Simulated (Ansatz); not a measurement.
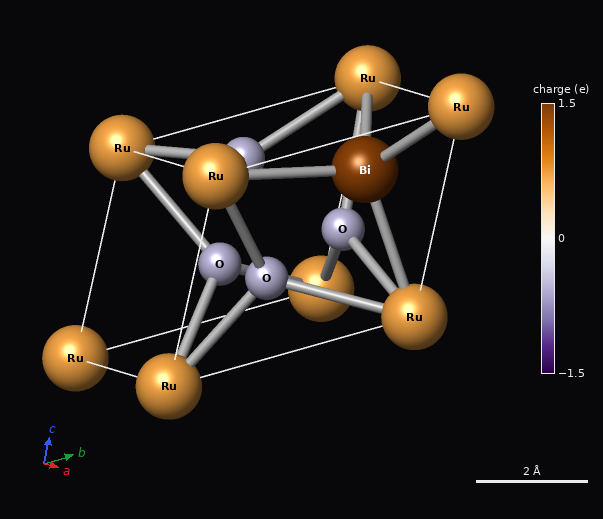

Structure drawing (ball-and-stick), viewed slightly off an axis. Thin lines show the simulation cell, with boundary atoms drawn in all their periodic places. The atoms of this BiRuO₄ cell are coloured by their Bader charge.

Setup: DFT PBE, scalar-relativistic, plane waves, PAW (Ansatz); plane-wave cutoff 420 eV, Brillouin-zone sampling on a 10×10×10 mesh, Gaussian smearing of 0.1 eV, collinear spins. The state is ferromagnetic.

Interpret the colouring.

Answer. Most positive: Bi; most negative: O. Charges: about Bi +1.4 e; Ru +0.7 e; O -0.5 e.

It derives from a structure type filled with these elements by a generator (whether the compound takes this form wasn't checked). Earlier steps of the study may have refined or changed the cell and positions. Ansatz was used for an electronic-structure calculation on it.
